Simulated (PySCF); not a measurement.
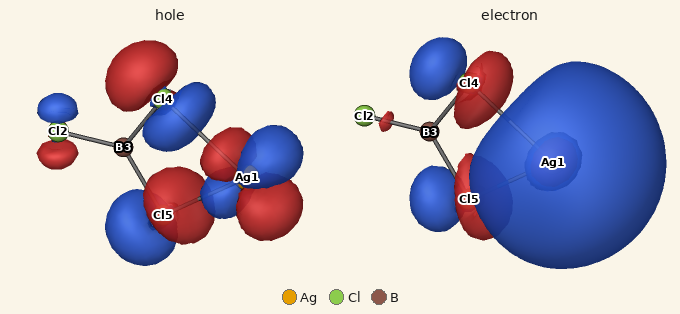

Figure. AgBCl3, charge +1, SMILES `[Ag+].ClB(Cl)Cl`. Leading natural transition orbital pair of S₁ (TDA singlet states); the surfaces enclose about 85 % of each orbital's density.

Computed with PySCF, BHandHLYP/def2-SVP, geometry: GFN2-xTB. Core potentials replace the inner electrons of Ag; spin–orbit coupling isn't included. This is a single-reference result, which may miss multireference character in this system. The pair's geometry is semi-empirical, so its contact may be too short or too long. GFN2-xTB bond lengths at metals and heavier atoms can be off by up to 0.1 Å and shapes distorted, which carries into these values. Without diffuse functions Rydberg states are missing, so the states' numbers hold for this basis only.

Coordinates in Å:

```
Ag1     -1.6451    0.0000    0.0000
Cl2      3.1441    0.0000    0.0000
B3       1.4885   -0.0001    0.0000
Cl4      0.4832   -1.4523    0.0000
Cl5      0.4832    1.4523    0.0000
```

Q: Give its energy, strength and character.

A: 5.05 eV (245 nm), f = 0.000 (very weak), metal-centred; the leading pair carries 99 %; hole on Ag1 (59 %) and Cl4 and Cl5 (18 % each), electron on Ag1 (87 %) and Cl4 and Cl5 (5 % each); their centroids lie 1.2 Å apart. In canonical orbitals it is mainly HOMO → LUMO (75 %). The HOMO–LUMO gap is 7.95 eV.
